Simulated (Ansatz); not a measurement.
The figure comes from a scan of PbSe (rock salt): one Pb atom of a 2-atom cell moves by s along Cartesian [110], with its periodic images. All values below come from PBE (plane waves to 420 eV, PAW, scalar-relativistic; Ansatz, an electronic-structure program). k mesh 8×8×8 (Γ-centred), Fermi-Dirac smearing 0.05 eV. The energy includes the smearing's −TS. PbSe was relaxed with its symmetry unable to fall. Spin-orbit coupling is left out, though Pb is heavy. ΔE is measured from the undisplaced structure.

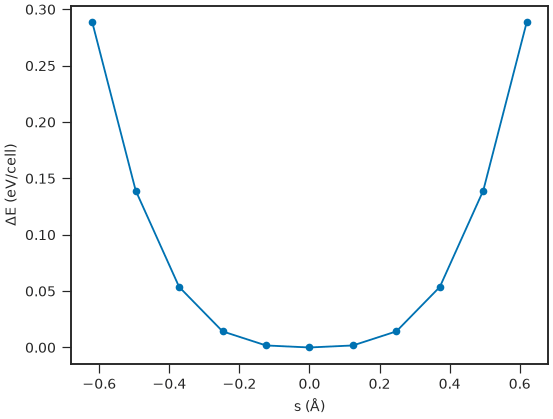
*ΔE (eV/cell) against s (Å); computed points joined by lines.*

Problem. Turn the plot into a table (rounded to what can be read).

Solution. To the nearest 0.005:

```csv
s (Å),ΔE (eV/cell)
-0.620,0.290
-0.496,0.140
-0.372,0.055
-0.248,0.015
-0.124,0.000
0.000,0.000
0.124,0.000
0.248,0.015
0.372,0.055
0.496,0.140
0.620,0.290
```

(A displaced cell: forces are minus the slopes of the energy, force constants its curvatures, and phonons follow from these.)
